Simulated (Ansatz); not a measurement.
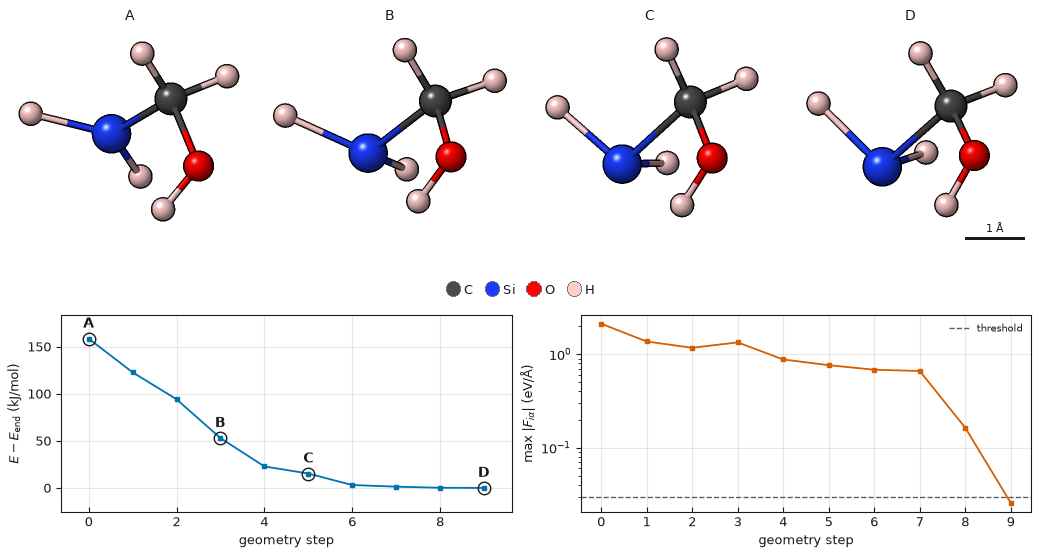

Frames of a relaxation of CH₅OSi (charge −1), marked on the history of the run. Style: ball-and-stick. Shown from a free direction.

It is one of the separated reactants of a reaction.

All numbers below come from RKS PBE-D4/def2-SVPD (Ansatz).

The input:
```yaml
crystal:
  periodic: [false, false, false]
  atoms:
    - {symbol: C, position_ang: [0.589484, 0.100775, 0.132672]}
    - {symbol: Si, position_ang: [-0.906012, 0.477686, -0.711122]}
    - {symbol: O, position_ang: [0.608426, -1.353068, 1.033136]}
    - {symbol: H, position_ang: [-1.294483, -0.118539, -1.939945]}
    - {symbol: H, position_ang: [-1.756610, 1.521599, -0.260426]}
    - {symbol: H, position_ang: [0.839801, 0.861998, 0.826561]}
    - {symbol: H, position_ang: [1.467590, -0.057425, -0.439605]}
    - {symbol: H, position_ang: [-0.321964, -1.585411, 1.126301]}
basis:
  gaussian: {orbitals: def2-SVPD}
total_charge: -1
hamiltonian: {xc: pbe, dispersion: d4}
relax: {f_tol: 0.03, max_steps: 250}
```

Run as
```bash
ansatz run in.yaml --threads 2 --pin off --events-out ev --progress --plain --max-ram 4352MiB
```

Q: Describe the path.

A: The largest move after the best rigid fit is that of Si2, 0.61 Å. By element the largest moves are Si 0.61 Å, H 0.42 Å, O 0.20 Å, C 0.15 Å. Among the contacts that change: C1–O3 1.710 → 1.462 Å, C1–Si2 1.758 → 1.978 Å, Si2–H4 1.420 → 1.557 Å, C1–H6 1.060 → 1.116 Å. Bond angles that change, for instance: C1–Si2–H4 123.9° → 99.4°, C1–Si2–H5 121.0° → 99.1°, H4–Si2–H5 114.8° → 94.4°. The energy falls by 158.5 kJ/mol in 9 geometry steps. Largest force component: 2.1 eV/Å at the start, 0.026 eV/Å at the end. The run took 8.5 s on 2 threads of Intel Xeon 6975P-C (shared host). From step 0 to 3: Si2 moves most (0.37 Å), energy −105.6 kJ/mol. From step 3 to 5: H5 moves most (0.27 Å), energy −37.7 kJ/mol. From step 5 to 9: H8 moves most (0.22 Å), energy −15.3 kJ/mol.

| step | E − E(0), kJ/mol | largest force component, eV/Å |
| --- | --- | --- |
| 0 | 0.00 | 2.1210 |
| 1 | -35.79 | 1.3687 |
| 2 | -64.36 | 1.1723 |
| 3 | -105.57 | 1.3385 |
| 4 | -135.69 | 0.8795 |
| 5 | -143.23 | 0.7638 |
| 6 | -155.44 | 0.6829 |
| 7 | -157.17 | 0.6617 |
| 8 | -158.32 | 0.1637 |
| 9 | -158.53 | 0.0257 |
